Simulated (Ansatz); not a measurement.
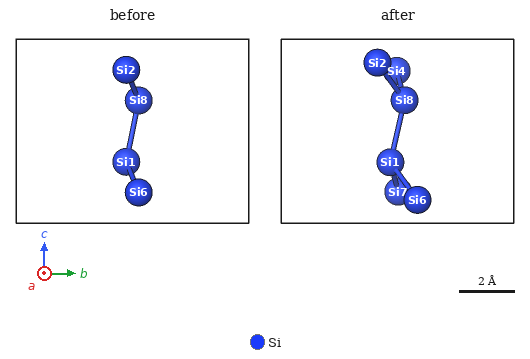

The structure of a wire of composition Si before (left) and after (right) a relaxation, at one scale.

The picture is a ball-and-stick view of the cell of the calculation, with the vacuum cut short, seen along the a axis.

Case: armchair ribbon, 5 formula units a period.

Level of theory: Ansatz, DFT PBE, scalar-relativistic, plane waves, PAW. Set-up: plane-wave cutoff 420 eV; k-point mesh 1 × 1 × 8; occupations gaussian; smearing width 0.05 eV; no spin polarisation; cell relaxed at fixed a, b, alpha, beta, gamma; force threshold 0.02 eV/Å; at most 45 steps.

Describe what moved and what it gained.

Answer. The largest moves relative to the centre of the atoms, 0.65 Å, are those of Si atoms. Along the periodic axis the drawn cell goes c 6.701 → 6.693 Å (−0.1 %). Near-neighbour distances that change, for instance: Si–Si 2.279 → 2.236 Å, Si–Si 2.279 → 2.319 Å, Si–Si 2.279 → 2.292 Å. Bond angles that change, for instance: Si–Si–Si 116.2° → 99.9°, Si–Si–Si 116.2° → 105.1°, Si–Si–Si 116.2° → 121.9°. After 8 accepted moves (10 points after the start) the energy has fallen by 0.928 eV per cell of the calculation. Largest force component: 0.47 eV/Å at the start, 0.0047 eV/Å at the end. The line search rejected the trial step at point 8 of the run. The SCF was repeated once at an unchanged geometry on a basis and grid sized afresh for the cell, which shifted the energy by less than 0.05 meV per cell of the calculation at most.
